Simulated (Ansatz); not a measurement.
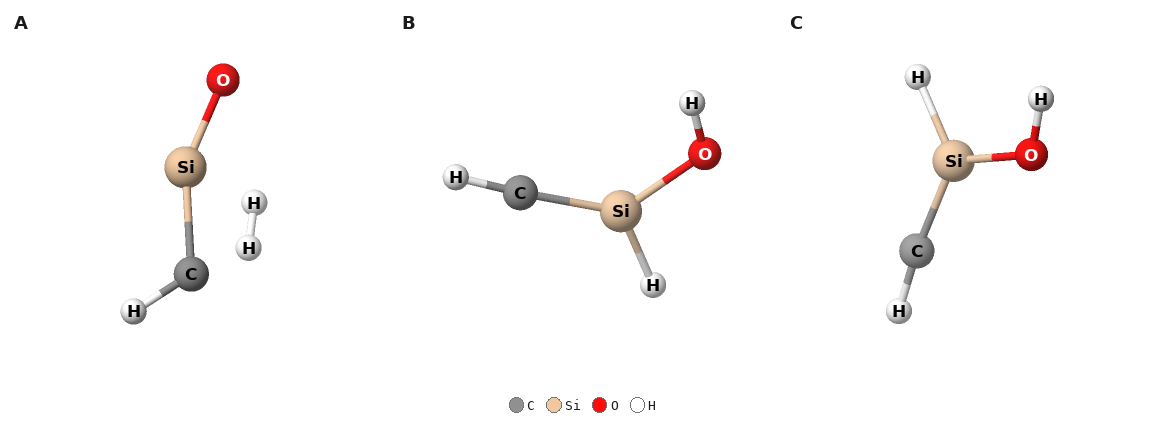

3 stationary structures of one formula. Charge 0, doublet. Geometries: PBE-D4/def2-SVP. Electronic energies: PBE-D4/def2-SVP (Ansatz 0.2.0), without zero-point energy. No frequency run is at hand to confirm each as a minimum.

> Rank them by energy, lowest first.

B is lowest; C lies 10.6 kJ/mol above it, A lies 185.5 kJ/mol above it (C1).
